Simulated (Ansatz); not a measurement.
## Geometry relaxation of Al2BH5O (part 2 of 2)

Al2BH5O; RKS PBE-D4/def2-SVP (Ansatz 0.2.0). 

Geometry of the input (Å):
```
B  -0.6131  1.1858  -1.9564
O  0.1222  0.5522  -1.0450
Al 1.0751  -0.2480  0.1077
Al -0.1709  -1.1724  2.1806
H  -1.1029  0.5631  -2.8644
H  2.0152  -1.4135  0.3690
H  2.6208  -0.3153  -0.2581
H  -0.7745  -2.6465  2.2019
H  -0.3704  -0.2934  3.4940
```

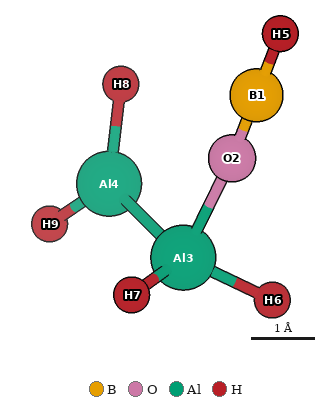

*The geometry at step 15 of the log (ball-and-stick view, seen at a tilt; atoms are numbered from 1 in the order of the input).*

### Trajectory as extended XYZ, continued
```
9
Properties=species:S:1:pos:R:3:forces:R:3 step=7 energy=-15981.10407
B    -0.5695    0.6214   -1.9669   -0.5151  -0.3481  -1.0900
O     0.1456    0.1920   -1.0841    0.2488   0.1559   0.3712
Al    1.4578   -0.4437    0.3264    0.4782  -0.4448  -0.1889
Al   -0.0926   -0.9648    2.3130   -0.2077   0.0273   0.1958
H    -1.2478    0.8281   -2.9582    0.3223   0.1727   0.6896
H     1.7476   -1.9777   -0.2354   -0.0672   0.3799  -0.0187
H     2.6976    0.5761    0.0283   -0.3314  -0.0021   0.1083
H    -0.9984   -2.2889    2.0105   -0.0035   0.1284   0.0780
H    -0.3388   -0.3304    3.7958    0.0756  -0.0692  -0.1453
9
Properties=species:S:1:pos:R:3:forces:R:3 step=8 energy=-15981.23404
B    -0.5542    0.5322   -1.9629   -0.2088  -0.1480  -0.4794
O     0.1728    0.1459   -1.0676    0.0724   0.0968   0.0757
Al    1.5106   -0.5180    0.3174    0.1007  -0.0958  -0.0784
Al   -0.1293   -0.9524    2.2893    0.0577  -0.1180   0.1217
H    -1.2497    0.8189   -2.9002    0.1462   0.0520   0.3312
H     1.8453   -1.9511   -0.3967    0.0237   0.1952   0.0495
H     2.6101    0.6639    0.1335   -0.1424  -0.0902   0.0595
H    -1.1648   -2.1789    2.0228   -0.0660   0.1013   0.0252
H    -0.2393   -0.3484    3.7937    0.0165   0.0067  -0.1050
9
Properties=species:S:1:pos:R:3:forces:R:3 step=9 energy=-15981.28266
B    -0.5508    0.4838   -1.9961   -0.0262  -0.0819  -0.1390
O     0.1854    0.1251   -1.0948   -0.0216   0.0526  -0.0165
Al    1.5050   -0.5347    0.3155    0.0994  -0.0389  -0.0403
Al   -0.1161   -0.9938    2.2965   -0.0595  -0.0234   0.0357
H    -1.2591    0.7991   -2.9040    0.0527   0.0169   0.1434
H     1.9304   -1.9038   -0.4495    0.0206   0.0835   0.0252
H     2.5483    0.7001    0.2217   -0.0881  -0.0440   0.0210
H    -1.3199   -2.0545    2.0312   -0.0189   0.0576   0.0210
H    -0.1215   -0.4093    3.8088    0.0416  -0.0223  -0.0504
9
Properties=species:S:1:pos:R:3:forces:R:3 step=10 energy=-15981.30676
B    -0.5509    0.4381   -1.9957   -0.0930   0.0012  -0.1569
O     0.1947    0.0905   -1.1006    0.0766  -0.0130   0.0623
Al    1.5133   -0.5378    0.3115    0.0590  -0.0333   0.0442
Al   -0.1292   -0.9976    2.2805   -0.0256  -0.0225   0.0034
H    -1.2736    0.7653   -2.8819   -0.0040   0.0133   0.0431
H     2.0137   -1.8698   -0.4634    0.0150   0.0324   0.0170
H     2.5038    0.7373    0.2615   -0.0479  -0.0087   0.0061
H    -1.4488   -1.9063    1.9962   -0.0025   0.0618   0.0188
H    -0.0213   -0.5077    3.8213    0.0222  -0.0311  -0.0381
9
Properties=species:S:1:pos:R:3:forces:R:3 step=11 energy=-15981.32369
B    -0.5470    0.4004   -2.0040   -0.0385   0.0140  -0.0409
O     0.2129    0.0615   -1.1167    0.0199  -0.0297  -0.0060
Al    1.5229   -0.5402    0.3116    0.0286  -0.0082   0.0378
Al   -0.1315   -1.0101    2.2637   -0.1592  -0.0272   0.0769
H    -1.2887    0.7365   -2.8684   -0.0232   0.0024  -0.0090
H     2.0851   -1.8478   -0.4581    0.0270   0.0275   0.0106
H     2.4456    0.7853    0.2891   -0.0120  -0.0260   0.0102
H    -1.5675   -1.7522    1.9818    0.1466   0.1099   0.0217
H     0.0698   -0.6212    3.8303    0.0108  -0.0626  -0.1012
9
Properties=species:S:1:pos:R:3:forces:R:3 step=12 energy=-15981.33183
B    -0.5590    0.3608   -2.0202    0.0026   0.0126   0.0345
O     0.2117    0.0287   -1.1384    0.0162  -0.0166  -0.0397
Al    1.5148   -0.5428    0.3110    0.1166   0.0198   0.0510
Al   -0.1457   -0.9875    2.2629   -0.1863  -0.1407   0.1036
H    -1.3143    0.6990   -2.8715   -0.0241  -0.0093  -0.0240
H     2.1760   -1.8057   -0.4607   -0.0617   0.0242   0.0419
H     2.4153    0.7994    0.3420   -0.0435   0.0048  -0.0247
H    -1.6552   -1.5814    1.9479    0.2451   0.1599   0.0957
H     0.1578   -0.7585    3.8563   -0.0648  -0.0548  -0.2384
9
Properties=species:S:1:pos:R:3:forces:R:3 step=13 energy=-15981.34034
B    -0.5541    0.3291   -2.0199    0.0192   0.0083   0.0639
O     0.2288    0.0109   -1.1431   -0.0252  -0.0202  -0.0775
Al    1.5402   -0.5301    0.3145    0.0253  -0.0198  -0.0133
Al   -0.1351   -1.0213    2.2404   -0.3502   0.0176   0.2259
H    -1.3221    0.6543   -2.8659   -0.0113  -0.0147  -0.0142
H     2.2154   -1.7916   -0.4491   -0.0144   0.0733   0.0402
H     2.3697    0.8600    0.3368   -0.0162  -0.0616   0.0088
H    -1.7312   -1.4029    1.9729    0.3885   0.0901   0.0141
H     0.1899   -0.8964    3.8427   -0.0156  -0.0730  -0.2479
9
Properties=species:S:1:pos:R:3:forces:R:3 step=14 energy=-15981.36583
B    -0.5714    0.2912   -2.0148    0.0121  -0.0047   0.0070
O     0.2424   -0.0051   -1.1591   -0.0079  -0.0034  -0.0192
Al    1.5475   -0.5008    0.3252   -0.0218  -0.0065   0.0452
Al   -0.1514   -0.9858    2.2370    0.0368   0.0090  -0.0082
H    -1.3661    0.5857   -2.8485   -0.0014  -0.0089   0.0108
H     2.2484   -1.7652   -0.4019   -0.0075   0.0373   0.0092
H     2.3719    0.8894    0.3476   -0.0076  -0.0250  -0.0133
H    -1.7342   -1.2070    1.9327    0.0133   0.0218   0.0005
H     0.2145   -1.0904    3.8112   -0.0160  -0.0197  -0.0320
9
Properties=species:S:1:pos:R:3:forces:R:3 step=15 energy=-15981.36376 accepted=F
B    -0.5707    0.2441   -2.0038   -0.0192  -0.0023  -0.0386
O     0.2690   -0.0343   -1.1685   -0.0825   0.0478   0.0878
Al    1.5479   -0.4700    0.3612    0.1448  -0.0054  -0.2327
Al   -0.1269   -0.9730    2.2440   -0.1095   0.0004   0.0680
H    -1.3903    0.5183   -2.8205    0.0109  -0.0090   0.0087
H     2.2386   -1.7123   -0.4053    0.0563  -0.0497   0.0679
H     2.3620    0.9222    0.3269    0.0097   0.0249   0.0454
H    -1.7131   -1.0121    1.8937   -0.0270   0.0019   0.0105
H     0.1850   -1.2710    3.8015    0.0166  -0.0087  -0.0169
9
Properties=species:S:1:pos:R:3:forces:R:3 step=16 energy=-15981.37034
B    -0.5790    0.2710   -2.0086    0.0032  -0.0048  -0.0104
O     0.2489   -0.0165   -1.1638   -0.0016  -0.0006   0.0131
Al    1.5519   -0.4875    0.3327    0.0268   0.0033  -0.0099
Al   -0.1458   -0.9739    2.2287   -0.0287  -0.0176   0.0347
H    -1.3870    0.5551   -2.8332    0.0003  -0.0074   0.0118
H     2.2696   -1.7471   -0.3821   -0.0076   0.0086   0.0004
H     2.3728    0.9029    0.3421   -0.0077   0.0022  -0.0044
H    -1.7380   -1.1101    1.9186    0.0182   0.0220  -0.0039
H     0.2080   -1.1817    3.7949   -0.0030  -0.0056  -0.0314
9
Properties=species:S:1:pos:R:3:forces:R:3 step=17 energy=-15981.37268
B    -0.5837    0.2509   -1.9961    0.0099  -0.0102  -0.0110
O     0.2579   -0.0277   -1.1618   -0.0201   0.0111   0.0122
Al    1.5633   -0.4787    0.3402   -0.0024  -0.0104  -0.0333
Al   -0.1475   -0.9739    2.2200    0.0005   0.0172   0.0310
H    -1.4045    0.5240   -2.8120    0.0035  -0.0059   0.0156
H     2.2841   -1.7357   -0.3732    0.0165   0.0031  -0.0016
H     2.3650    0.9220    0.3425    0.0085   0.0039   0.0041
H    -1.7424   -1.0144    1.8950    0.0180   0.0016   0.0196
H     0.2092   -1.2545    3.7747   -0.0344  -0.0102  -0.0366
9
Properties=species:S:1:pos:R:3:forces:R:3 step=18 energy=-15981.37425
B    -0.5950    0.2184   -1.9798    0.0402  -0.0225   0.0089
O     0.2700   -0.0444   -1.1634   -0.0616   0.0329  -0.0098
Al    1.5846   -0.4657    0.3414   -0.0052  -0.0038  -0.0442
Al   -0.1430   -0.9554    2.2069   -0.0439  -0.0471   0.1210
H    -1.4378    0.4730   -2.7801    0.0160  -0.0061   0.0279
H     2.3253   -1.7105   -0.3701    0.0138  -0.0094   0.0047
H     2.3663    0.9456    0.3425    0.0114   0.0126   0.0055
H    -1.7410   -0.8683    1.8861    0.0549   0.0049   0.0067
H     0.1722   -1.3807    3.7457   -0.0254   0.0384  -0.1207
9
Properties=species:S:1:pos:R:3:forces:R:3 step=19 energy=-15981.37521
B    -0.5989    0.2199   -1.9775    0.0191  -0.0142  -0.0020
O     0.2648   -0.0420   -1.1600   -0.0211   0.0175   0.0072
Al    1.5840   -0.4685    0.3382    0.0110  -0.0159  -0.0162
Al   -0.1419   -0.9645    2.2062   -0.0224   0.0077   0.0523
H    -1.4410    0.4743   -2.7778    0.0083  -0.0044   0.0196
H     2.3332   -1.7106   -0.3703    0.0001  -0.0042  -0.0073
H     2.3701    0.9411    0.3462   -0.0037   0.0108   0.0017
H    -1.7352   -0.8704    1.8786    0.0191  -0.0052   0.0033
H     0.1664   -1.3673    3.7458   -0.0105   0.0080  -0.0587
9
Properties=species:S:1:pos:R:3:forces:R:3 step=20 energy=-15981.37560
B    -0.6001    0.2167   -1.9666   -0.0040  -0.0044  -0.0145
O     0.2640   -0.0420   -1.1492    0.0112   0.0056   0.0117
Al    1.5912   -0.4735    0.3382   -0.0099   0.0083  -0.0041
Al   -0.1450   -0.9563    2.2031    0.0197  -0.0105  -0.0387
H    -1.4436    0.4690   -2.7651   -0.0032  -0.0018   0.0070
H     2.3381   -1.7118   -0.3807   -0.0025   0.0032   0.0047
H     2.3703    0.9412    0.3498    0.0041  -0.0035  -0.0016
H    -1.7335   -0.8697    1.8655   -0.0133   0.0082  -0.0001
H     0.1600   -1.3617    3.7343   -0.0020  -0.0051   0.0355
9
Properties=species:S:1:pos:R:3:forces:R:3 step=21 energy=-15981.37602
B    -0.6032    0.2123   -1.9598   -0.0048   0.0006  -0.0031
O     0.2694   -0.0337   -1.1475    0.0077  -0.0017   0.0081
Al    1.5975   -0.4694    0.3378   -0.0022   0.0021  -0.0058
Al   -0.1430   -0.9575    2.1966    0.0010   0.0001  -0.0017
H    -1.4574    0.4526   -2.7505   -0.0002  -0.0019   0.0024
H     2.3402   -1.7091   -0.3825   -0.0004   0.0012   0.0006
H     2.3825    0.9416    0.3523    0.0007  -0.0010   0.0005
H    -1.7304   -0.8531    1.8514   -0.0005   0.0017  -0.0015
H     0.1459   -1.3717    3.7314   -0.0014  -0.0012   0.0006
9
Properties=species:S:1:pos:R:3:forces:R:3 step=22 energy=-15981.37617
B    -0.6089    0.2041   -1.9478    0.0001   0.0029   0.0116
O     0.2736   -0.0299   -1.1422    0.0001  -0.0027  -0.0091
Al    1.6069   -0.4660    0.3375   -0.0006   0.0003   0.0011
Al   -0.1422   -0.9548    2.1882   -0.0041   0.0029   0.0046
H    -1.4743    0.4329   -2.7298    0.0044  -0.0024   0.0017
H     2.3489   -1.7047   -0.3848   -0.0009   0.0005  -0.0018
H     2.3938    0.9437    0.3567   -0.0021  -0.0006  -0.0012
H    -1.7260   -0.8232    1.8300    0.0084  -0.0029   0.0038
H     0.1297   -1.3899    3.7214   -0.0052   0.0020  -0.0107
```

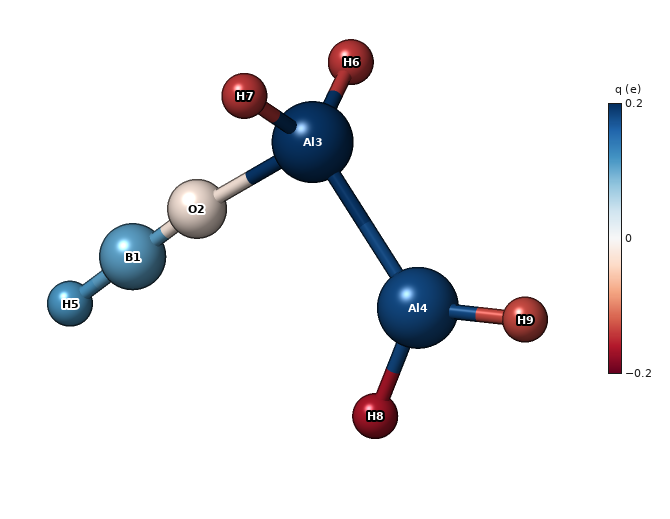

*Mulliken charges, as the colour of each atom (ball-and-stick view, seen at a tilt; atoms are numbered from 1 in the order of the input).*

By element: B +0.11, O −0.02, Al +0.18 to +0.19 and H −0.16 to +0.11 e.

### Results in brief

```tsv
quantity	value
outcome	converged
total energy	−15981.3762 eV
mean-field energy	−15981.2164 eV
dispersion energy	−0.1599 eV
SCF solution under orbital rotations	stable
largest force (length of the vector) at the end	0.012 eV/Å
dipole moment	5.83 D
wall time	37 s (CPU time 70 s)
peak memory	0.16 GiB
```
